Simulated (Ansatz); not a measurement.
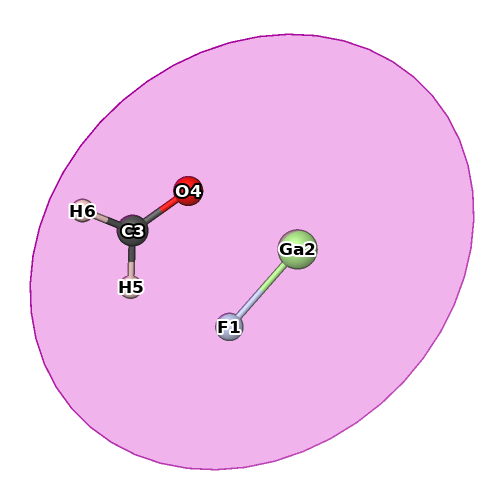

A disc through the centre of mass is drawn in. Distant atoms are faded towards the background colour. The geometry was computed by an optimisation with PBE0-D4/def2-TZVP.

Q: Is the plane of the disc a mirror plane of the structure?

A: Yes. The reflection leaves F1, Ga2, C3, O4, H5, H6 in place. The point group is Cs.
